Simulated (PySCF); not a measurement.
```yaml
atoms:
  - { symbol: C, position_ang: [0.1611, 2.4865, -0.2267] }
  - { symbol: C, position_ang: [0.1947, 1.1916, 0.0108] }
  - { symbol: Si, position_ang: [0.9231, -0.3140, -0.8773] }
  - { symbol: O, position_ang: [2.3239, -0.7591, -0.2010] }
  - { symbol: C, position_ang: [-0.5223, -1.4853, -0.4240] }
  - { symbol: C, position_ang: [-1.4955, -0.7199, 0.4602] }
  - { symbol: S, position_ang: [-0.5494, 0.4825, 1.5070] }
  - { symbol: O, position_ang: [0.5652, -0.2954, 2.0844] }
  - { symbol: H, position_ang: [-0.3177, 3.1860, 0.4428] }
  - { symbol: H, position_ang: [0.6153, 2.9083, -1.1095] }
  - { symbol: H, position_ang: [1.1992, -0.1256, -2.2895] }
  - { symbol: H, position_ang: [2.3210, -0.8456, 0.7577] }
  - { symbol: H, position_ang: [-1.0510, -1.8893, -1.2861] }
  - { symbol: H, position_ang: [-0.1288, -2.3365, 0.1325] }
  - { symbol: H, position_ang: [-2.0624, -1.3685, 1.1270] }
  - { symbol: H, position_ang: [-2.1840, -0.1070, -0.1196] }
```

Geometry: GFN2-xTB.

These are results of CAM-B3LYP/def2-SVPD, SCF density, gas phase (PySCF 2.14.0), not measurements.

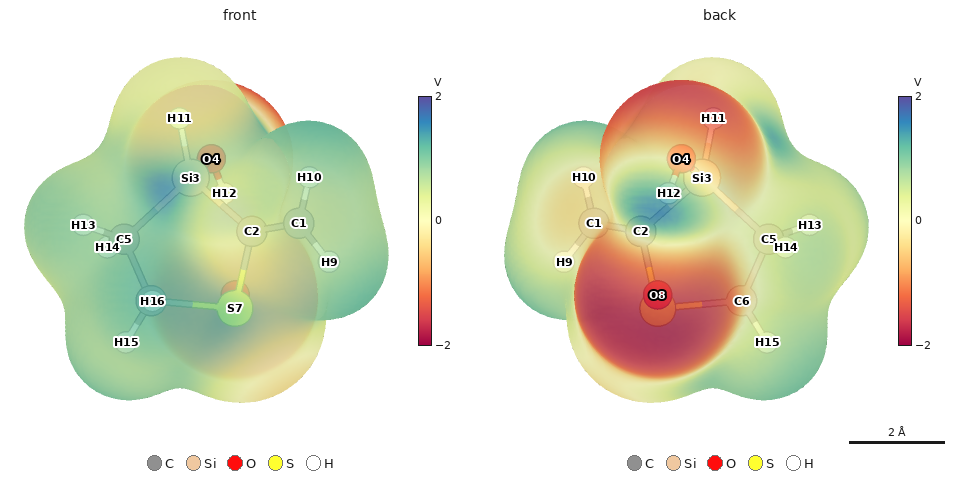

C4H8O2SSi. The electrostatic potential painted on the density surface at 0.002 e/bohr³, seen from the front and from behind; red is negative and blue positive.

### Where is the surface potential most negative and most positive?

The most negative region (about −1.9 V, or −44 kcal/mol for a unit charge) lies over O8, the most positive (about +1.5 V, or +35 kcal/mol for a unit charge) over Si3 and H12. O8 is the likeliest acceptor of a hydrogen bond.

### What dipole moment does the calculation give?

Its dipole moment is 3.91 D.
